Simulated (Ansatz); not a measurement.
# Calculations on H12SO8

**1. Relaxation**

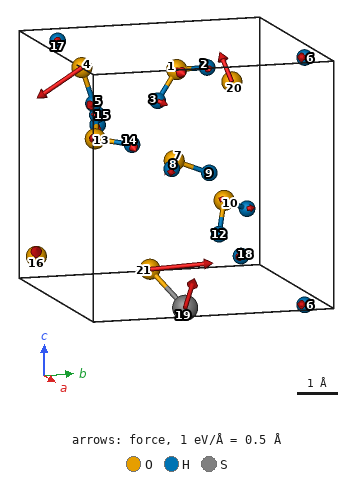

Starting geometry of an amorphous cell of composition H₁₂SO₈ with the computed forces as red arrows. A ball-and-stick model of the cell of the calculation, seen slightly off an axis.

The cell holds 6 H2O + 1 SO2. The run prepares the start of a later molecular dynamics calculation, from a guessed geometry.

Method: Ansatz 0.2.0, DFT PBE, scalar-relativistic, plane waves, PAW.

The input:
```yaml
crystal:
  lattice:
    - [6.333026, 0.0, 0.0]
    - [0.0, 6.333026, 0.0]
    - [0.0, 0.0, 6.333026]
  atoms:
    - { symbol: O, position: [0.2608789, 0.5743045, 0.858205] }
    - { symbol: H, position: [0.3824281, 0.6636809, 0.8832635] }
    - { symbol: H, position: [0.3058207, 0.4815536, 0.7452105] }
    - { symbol: O, position: [0.7565573, 0.0271842, 0.983918] }
    - { symbol: H, position: [0.7646749, 0.0729471, 0.8382124] }
    - { symbol: H, position: [0.8653378, -0.079722, 0.9952372] }
    - { symbol: O, position: [0.8517035, 0.3820493, 0.6054281] }
    - { symbol: H, position: [0.9946368, 0.3278439, 0.6007268] }
    - { symbol: H, position: [0.8641771, 0.5241218, 0.5502008] }
    - { symbol: O, position: [0.4676583, 0.7080775, 0.3585991] }
    - { symbol: H, position: [0.3891724, 0.8276709, 0.3044913] }
    - { symbol: H, position: [0.5510889, 0.6614901, 0.2391872] }
    - { symbol: O, position: [0.44453, 0.179193, 0.6325713] }
    - { symbol: H, position: [0.5282458, 0.3062164, 0.616856] }
    - { symbol: H, position: [0.3181827, 0.2268029, 0.7044039] }
    - { symbol: O, position: [0.1350852, 0.0295828, 0.1104059] }
    - { symbol: H, position: [0.1684578, 0.1077893, -0.0167172] }
    - { symbol: H, position: [0.1215749, -0.1150036, 0.0624216] }
    - { symbol: S, position: [0.927788, 0.4041877, 0.0229295] }
    - { symbol: O, position: [0.8912029, 0.6095825, -0.0812158] }
    - { symbol: O, position: [0.7599525, 0.3091618, 0.1539755] }
basis:
  ecutwfc: 420.0
kpoints:
  mp_grid: { grid: [1, 1, 1] }
hamiltonian:
  xc: pbe
scf:
  occupations: { method: fermi_dirac, width: 0.02 }
  lower_state_search: "off"
relax:
  f_tol: 0.3
  max_steps: 15
  adjacent_minimum: "off"
```

Command:
```bash
ansatz run input.yaml --threads 1 --pin off --max-ram 3072MiB --backend cpu --events-out ev --progress --plain --runs-dir out
```

Question: What follows when this structure is relaxed?

Answer: It isn't relaxed: the largest force vector, on O21, is 3.23 eV/Å. The final displacements follow the starting forces only in part (cosine between the two patterns 0.37). The atom that moves furthest is H3 (1.47 Å along [1 3 −1]). By element the largest moves are H 1.47 Å, O 1.35 Å, S 1.20 Å. The cell stays as it was. Some distances before and after: O1–H3 0.969 → 1.016 Å, O4–H5 0.969 → 1.008 Å, O10–H11 0.969 → 0.999 Å, O16–H17 0.969 → 0.986 Å. Among the angles between lasting bonds that change: O20–S19–O21 119.8° → 113.0°, H5–O4–H6 104.0° → 107.8°, H17–O16–H18 104.0° → 101.0°. Over 14 geometry steps the energy falls by 4.576 eV per cell of the calculation. The largest force component goes from 3 to 0.29 eV/Å. The run took 26 s on 1 thread of Arm Neoverse V1 (shared host), peak memory 0.34 GiB.

Limits of the set-up: the periodic images lie only 6.3 Å apart, so the values are limited by the cell's size.

**2. Dynamics**

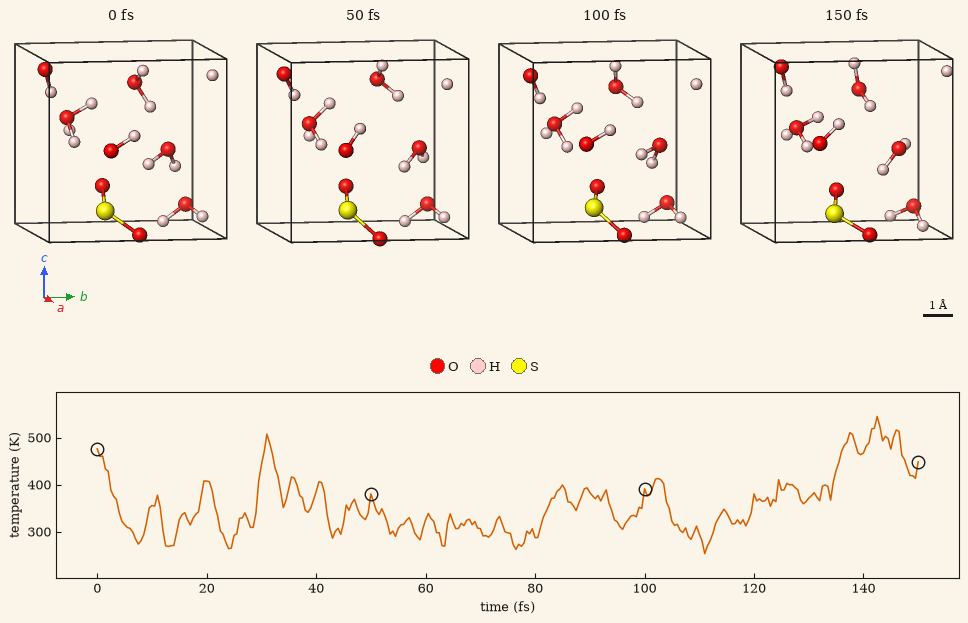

First-principles dynamics of a periodic cell with 6 H2O + 1 SO2 at 1.125 g/cm³, 150 fs long. Frames and the history of the run. A ball-and-stick model of the simulation cell, seen slightly off an axis.

Method: DFT PBE, scalar-relativistic, plane waves, PAW (Ansatz 0.2.0). Run with plane-wave cutoff 420 eV; k-point mesh 1 × 1 × 1; Fermi-Dirac smearing 0.02 eV; Langevin thermostat (NVT); set temperature 500 K; time step 0.5 fs; friction 0.02 per fs.

**What happens in this trajectory?**

Over the second half the temperature averages 374 K (spread ±66 K). The potential energy is still drifting at the end, so the run hasn't reached equilibrium. The potential energy in the second half lies on average 43.8 meV per atom above the first frame. In the second half of the run the atoms are, in the root-mean-square, this far from where they began (common drift taken out): H 0.53 Å, O 0.42 Å, S 0.30 Å. The heavy atoms stay within a fraction of a molecule's size of their starting places; so short a run doesn't tell a liquid from a solid.

Limits of the set-up: the periodic images lie only 6.3 Å apart, so the values are limited by the cell's size.

Cost: 6.7 min on 1 thread of Arm Neoverse V1 (shared host), peak memory 0.34 GiB.

**3. Dynamics**

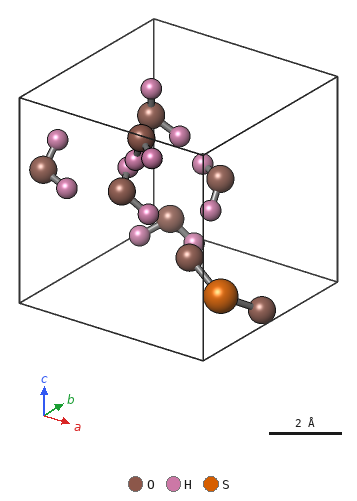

Starting frame of a dynamics run of a periodic cell with 6 H2O + 1 SO2 at 1.125 g/cm³. It starts from the last geometry of an earlier run, with fresh velocities. A ball-and-stick model of the simulation cell, seen from a free direction.

Computed with DFT PBE, scalar-relativistic, plane waves, PAW (Ansatz).

The input:
```yaml
crystal:
  lattice:
    - [6.333026, 0.0, 0.0]
    - [0.0, 6.333026, 0.0]
    - [0.0, 0.0, 6.333026]
  atoms:
    - { symbol: O, position: [0.29054028, 0.5734117, 0.77098125] }
    - { symbol: H, position: [0.31372758, 0.54272833, 0.91832808] }
    - { symbol: H, position: [0.41819441, 0.61212955, 0.68984717] }
    - { symbol: O, position: [0.60093336, 0.07585409, 0.93810316] }
    - { symbol: H, position: [0.53824919, 0.1178806, 0.79760798] }
    - { symbol: H, position: [0.72526701, -0.01455394, 0.90891164] }
    - { symbol: O, position: [0.95793527, 0.22504625, 0.54654515] }
    - { symbol: H, position: [1.10290461, 0.20280772, 0.50540734] }
    - { symbol: H, position: [0.95831016, 0.33129662, 0.65156254] }
    - { symbol: O, position: [0.53745416, 0.75087229, 0.46315295] }
    - { symbol: H, position: [0.39641449, 0.81208435, 0.47252979] }
    - { symbol: H, position: [0.55259543, 0.65822762, 0.34887022] }
    - { symbol: O, position: [0.40400969, 0.20011236, 0.57582084] }
    - { symbol: H, position: [0.52202196, 0.23691432, 0.48384596] }
    - { symbol: H, position: [0.3423217, 0.331547, 0.62578085] }
    - { symbol: O, position: [0.14908688, -0.0911793, 0.0989684] }
    - { symbol: H, position: [0.25608659, -0.06024241, -0.0006279] }
    - { symbol: H, position: [0.06666158, -0.20669671, 0.03853899] }
    - { symbol: S, position: [0.8493065, 0.32795823, 0.14208875] }
    - { symbol: O, position: [0.94095308, 0.50898821, 0.03055285] }
    - { symbol: O, position: [0.64142483, 0.37947605, 0.25145366] }
basis:
  ecutwfc: 420.0
kpoints:
  mp_grid: { grid: [1, 1, 1] }
hamiltonian:
  xc: pbe
scf:
  occupations: { method: fermi_dirac, width: 0.02 }
  lower_state_search: "off"
md:
  timestep: 0.5
  n_steps: 400
  ensemble: nvt_langevin
  temperature: 500.0
  initial_velocities: maxwell_boltzmann
  seed: 570928
  friction: 0.05
```

Command:
```bash
ansatz run input.yaml --threads 1 --pin off --max-ram 3072MiB --backend cpu --events-out ev --progress --plain --runs-dir out
```

Question: Predict how the run goes.

Answer: The mean temperature in the second half is 467 K (standard deviation 72 K). The potential energy in the second half lies on average 15.4 meV per atom above the first frame. In the second half of the run the atoms are, in the root-mean-square, this far from where they began (common drift taken out): H 0.70 Å, O 0.61 Å, S 0.18 Å. The heavy atoms stay within a fraction of a molecule's size of their starting places; so short a run doesn't tell a liquid from a solid.

Along the run (each row but the first and the last is the mean over the interval that it begins):

```tsv
time (fs)	potential energy (meV/atom)	T (K)
0.0	0.0	476
25.0	13.4	424
50.0	13.8	521
75.0	7.0	492
100.0	17.2	433
125.0	11.6	479
150.0	10.5	463
175.0	22.3	488
200.0	10.7	646
```

The paths of the atoms:

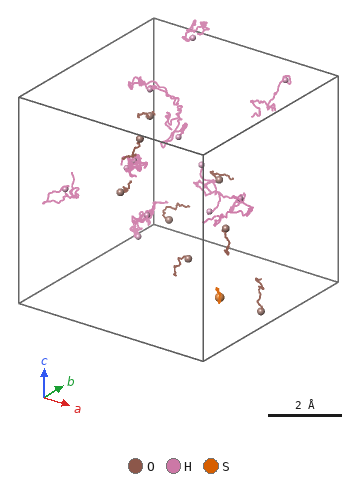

Limits of the set-up: the periodic images lie only 6.3 Å apart, so the values are limited by the cell's size.
